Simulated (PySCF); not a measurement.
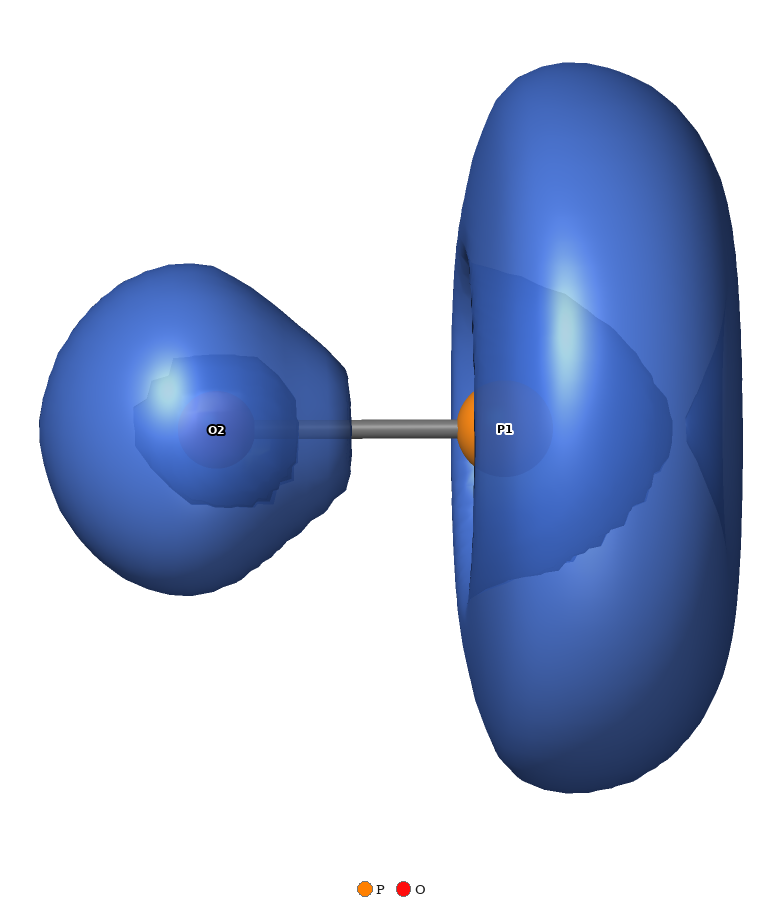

Figure. PO (charge −1, triplet). Isosurface of the ELF at 0.75 (blue), seen from one side. Only the valence region is drawn (cores and ρ < 0.01 e/Å³ removed).

These are results of PBE0/aug-cc-pVDZ-DK/X2C, spin-free X2C-1e, Gaussian nucleus, at a bond length of 1.579 Å (PySCF 2.14.0), not measurements.

Question: What do the ELF domains correspond to?

Answer: The surface consists of one ring or bowl of non-bonding electrons around P and one region wrapped around O (its lone pairs, merged into a ring or cap). Profiles from the grid: P–O (1.58 Å): the ELF peaks at about 0.85 between the atoms; a polar covalent bond.
